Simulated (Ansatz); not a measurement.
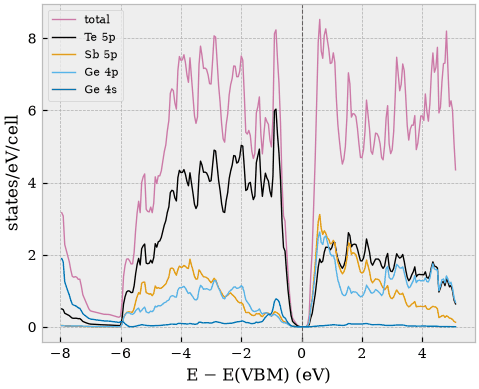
Total and projected density of states of Ge₂Sb₂Te₅ in space group P-3m1 (No. 164; Pearson symbol hP9), PBE+D3(BJ) in the plane-wave PAW code Ansatz

Question: Which orbitals carry the states next to the gap?

Answer: Top 1 eV of the valence band: Te 5p 72 %, Ge 4s 9 %, Sb 5s 6 %, Sb 5p 5 %. Bottom 1 eV of the conduction band: Sb 5p 34 %, Ge 4p 30 %, Te 5p 25 %, Te 5s 6 %. Projections are on Löwdin-orthogonalised atomic valence shells; empty p or d shells of many metals are not among them.

Question: Where is the tallest occupied peak in this window, and what makes it?

Answer: Near -0.8 eV, about 8.2 states/eV per cell; the largest projected share is Te 5p.

The cell was relaxed with PBE+D3(BJ) under the symmetry of its start. Scalar-relativistic: spin–orbit coupling is off unless named, which matters more the heavier the elements.

Potentials: the earlier of the program's two PAW sets.
